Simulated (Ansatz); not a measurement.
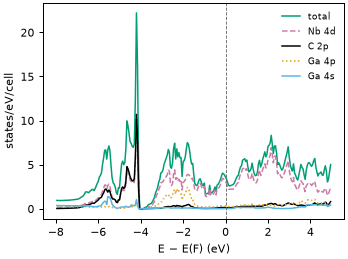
Fig. 1. Total and projected density of states of Nb2GaC in space group P6_3/mmc (No. 194; Nb on 4f, Ga on 2d, C on 2a), r²SCAN (plane waves, PAW; program Ansatz)

### Question
Which orbitals carry the states next to the Fermi level?

### Answer
Within 0.5 eV of the Fermi level: Nb 4d 83 %, Ga 4p 9 %. Projections are on Löwdin-orthogonalised atomic valence shells; empty p or d shells of many metals are not among them.

### Question
Where is the tallest occupied peak in this window, and what makes it?

### Answer
Near -4.2 eV, about 22 states/eV per cell; the largest projected share is C 2p.

The workflow started from a Materials Project entry (that database holds measured and hypothetical structures alike); the Crystallography Open Database copy checked does not list it. Whether it is the stable phase at ambient conditions was not checked. The cell was relaxed with r²SCAN under the symmetry of its start; its stability against distortions is not shown here. No spin polarisation was allowed. Spin–orbit coupling is left out wherever it is not named.

Potentials: the later of the program's two PAW sets.
